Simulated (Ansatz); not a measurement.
Where the default PAW files enter, the runs use the earlier of Ansatz's two default sets.

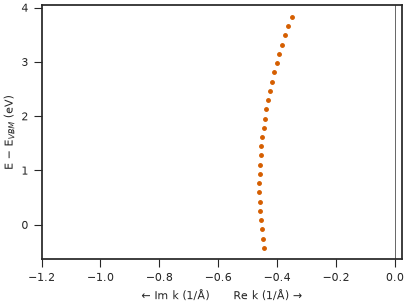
*Complex bands at the centre of the two-dimensional zone; Ansatz (a quantum-chemistry and plane-wave program) with r2SCAN*

No gap correction and no spin-orbit coupling; mid-gap values are interpolated between computed energies.

Problem. This is LiH (Fm-3m, rock salt, 2 atoms a cell, 7.3 Å³ an atom, 4 GPa at this level) along the normal of (111). Read off the slowest decay at the centre of the two-dimensional zone at 1.78 eV, the computed energy nearest the middle of the gap.

Solution. κ ≈ 0.45 1/Å, a decay length 1/(2κ) of the density of 1.1 Å.
